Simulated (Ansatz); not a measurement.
A ladder of methods for AlH3 (SMILES [AlH3])

The species is AlH3 (4 atoms), meant as a singlet with charge 0. As SMILES, `[AlH3]`. The shape was relaxed beforehand at r2SCAN/def2-SVP.

```xyz
4

Al    0.0140   -0.0152   -0.0050
H     0.6342    0.6723    1.2859
H    -1.3434   -0.8334    0.1053
H     0.7507    0.1161   -1.4065
```

Quantity: the adiabatic ionisation energy (to the doublet cation, shapes relaxed at r2SCAN/def2-SVP, no zero-point term), in eV. The values are calculated.

| level | kind | program | value (eV) | less CCSD(T)/def2-TZVPP | CPU time (all runs) |
| --- | --- | --- | --- | --- | --- |
| HF/def2-TZVPP | Hartree–Fock | Ansatz | 9.78 | -0.75 | 0.58 s |
| SVWN5/def2-TZVPP | LDA | Ansatz | 10.25 | -0.28 | 1.1 s |
| BLYP/def2-TZVPP | GGA | Ansatz | 10.21 | -0.32 | 2 s |
| B3LYP/def2-TZVPP | global hybrid | Ansatz | 10.46 | -0.07 | 2.1 s |
| CAM-B3LYP/def2-TZVPP | range-separated hybrid | Ansatz | 10.50 | -0.03 | 2.5 s |
| wB97M-V/def2-TZVPP | range-separated hybrid | Ansatz | 10.47 | -0.06 | 7.8 s |
| RPA@PBE/def2-TZVPP | RPA | Ansatz | 10.71 | +0.18 | 2.9 s |
| MP2/def2-TZVPP | perturbation theory | Ansatz | 10.47 | -0.06 | 0.74 s |
| CCSD(T)/def2-TZVPP | coupled cluster or CI | Ansatz | 10.53 | 0.00 | 3.9 s |

CCSD(T)/def2-TZVPP is the highest level here, not the true value. The values span 9.78 to 10.71 eV. In so small a basis fixed costs decide the times, and correlated methods can beat functionals. Times are those of the runs behind each value, whatever else they computed, on shared processors of several kinds: orders of magnitude only.

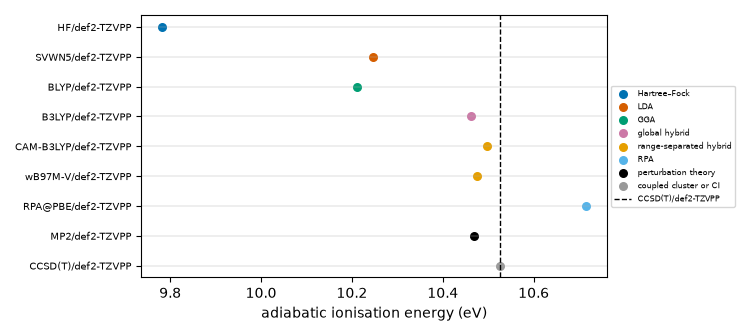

The values of the table, level by level.
